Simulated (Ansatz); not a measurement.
# Calculations on BSiH6

Part 1: Relaxation

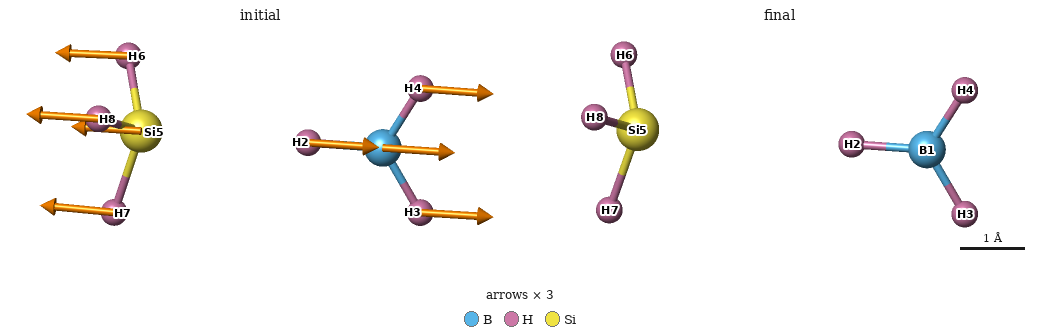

The structure of BSiH6 (multiplicity 2) before (left) and after (right) a relaxation, at one scale. The orange arrows give the displacements, magnified 3 times.

The picture is a ball-and-stick view, seen at a tilt.

The run prepares an end point of a later path (reaction) calculation, from a guessed geometry.

The calculation used Ansatz 0.2.0, UKS B3LYP-D4/def2-SVP.

Input
```yaml
crystal:
  periodic: [false, false, false]
  atoms:
    - { symbol: B, position_ang: [-0.000933, 2.7e-05, -0.284435] }
    - { symbol: H, position_ang: [-0.001135, 0.000489, 0.914771] }
    - { symbol: H, position_ang: [1.044132, 7.5e-05, -0.882675] }
    - { symbol: H, position_ang: [-1.045675, 0.000127, -0.883213] }
    - { symbol: Si, position_ang: [0.00243, -0.000449, 3.582608] }
    - { symbol: H, position_ang: [-0.773848, -1.20577, 4.019475] }
    - { symbol: H, position_ang: [1.431798, -0.067666, 4.027497] }
    - { symbol: H, position_ang: [-0.656769, 1.273167, 4.018172] }
magnetization:
  spin_polarized: true
  initial_magnetization: 1
basis:
  gaussian: { orbitals: def2-SVP }
hamiltonian:
  xc: b3lyp
  dispersion: d4
relax:
  f_tol: 0.03
  max_steps: 50
```

Launched with:
```bash
ansatz run input.yaml --threads 1 --pin off --max-ram 2048MiB --backend cpu --events-out ev --progress --plain --runs-dir out
```

**Summarise the run.**

After 4 geometry steps the energy has fallen by 1.43 kcal/mol. Largest force component: 0.29 eV/Å at the start, 0.024 eV/Å at the end. The largest move after the best rigid fit is that of H7, 0.40 Å. Largest moves by element: H 0.40 Å, B 0.39 Å, Si 0.38 Å. Some distances before and after: Si5–H6 1.499 → 1.493 Å, B1–H2 1.199 → 1.205 Å. The run took 13 s on 1 thread of Arm Neoverse V1 (shared host), peak memory 0.13 GiB.

Limits of the set-up: the start holds two separate molecules, 2.7 Å apart at their closest, whose relative position is a soft coordinate.

Part 2: Relaxation

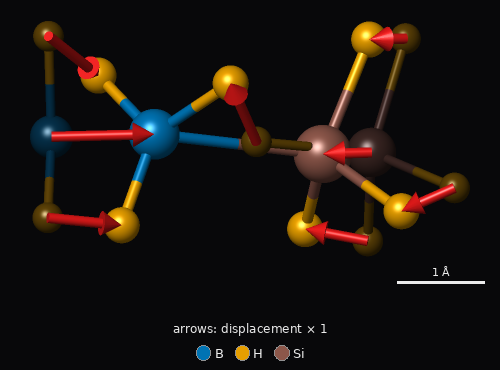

This is a relaxation of BSiH6 (multiplicity 2). The starting structure is drawn faded, the final one solid; red arrows show the displacements, at their true length. The two geometries are superimposed by the best rigid fit.

A ball-and-stick model, seen at a tilt.

The run prepares an end point of a later path (reaction) calculation, from a guessed geometry.

The calculation used Ansatz, UKS B3LYP-D4/def2-SVP. (collinear spin; force threshold 0.03 eV/Å; at most 50 steps)

**What happened in the run?**

Over 16 accepted moves (17 points after the start) the energy falls by 1.377 eV. The largest force component goes from 0.52 to 0.03 eV/Å. The line search rejected the trial step at point 15 of the run. The atom that moves furthest after the best rigid fit is an H atom (1.23 Å). Largest moves by element: H 1.23 Å, B 1.19 Å, Si 0.57 Å. Among the contacts that change: B–Si 3.807 → 2.134 Å, B–H 2.386 → 1.252 Å, H–Si 1.473 → 2.008 Å, H–Si 1.489 → 1.501 Å. New bonds form, among them: B–H (2.39 → 1.25 Å), B–Si (3.81 → 2.13 Å). Bonds break, among them: H–Si (1.47 → 2.01 Å). Bond angles that change, for instance: H–B–H 127.3° → 123.8°. Cost: 48 s on 1 thread of Arm Neoverse V1 (shared host), peak memory 0.13 GiB.

Limits of the set-up: the start holds two separate molecules, 2.4 Å apart at their closest, whose relative position is a soft coordinate.

Part 3: Path

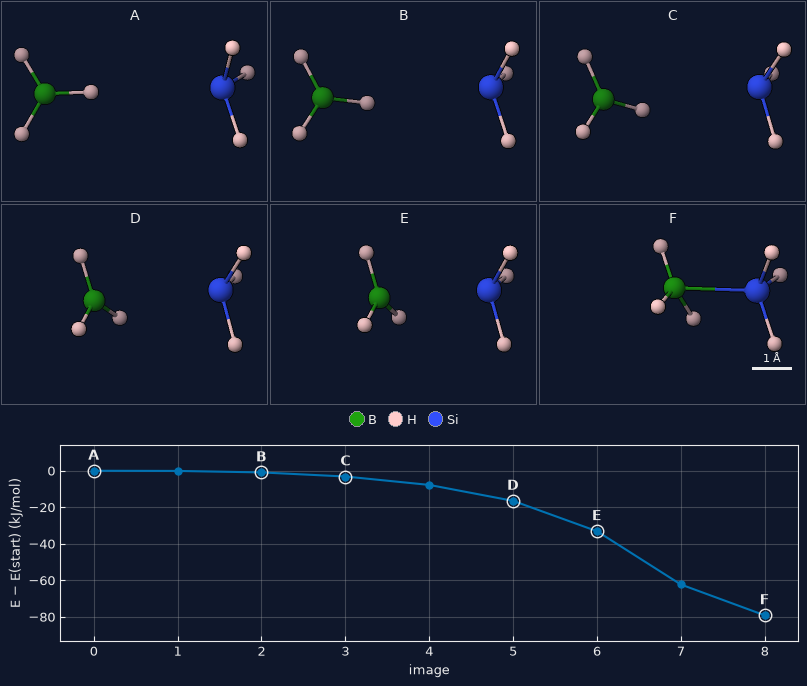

NEB run on BSiH6 (multiplicity 2), made up at the start of BH3 and SiH3. Images are numbered from 0 (start) to 8 (end). Frames A to F are images 0, 2, 3, 5, 6, 8. A ball-and-stick model, seen at a tilt.

Theory: UKS B3LYP-D4/def2-SVP (Ansatz). Run with 7 movable images; climbing image; force threshold 0.05 eV/Å; iteration limit 60; starting path through a guess of the saddle point.

What happens along the path, and what is the barrier?

Forming: B–Si (4.63 → 2.13 Å). No barrier shows: the energy is highest at the start, and the end lies 79.1 kJ/mol below the start. The band converged in 14 iterations. The largest component of the band force went from 2.1 to 0.027 eV/Å.

Limits of the set-up: the start holds two separate molecules, 3.4 Å apart at their closest, whose relative position is a soft coordinate.
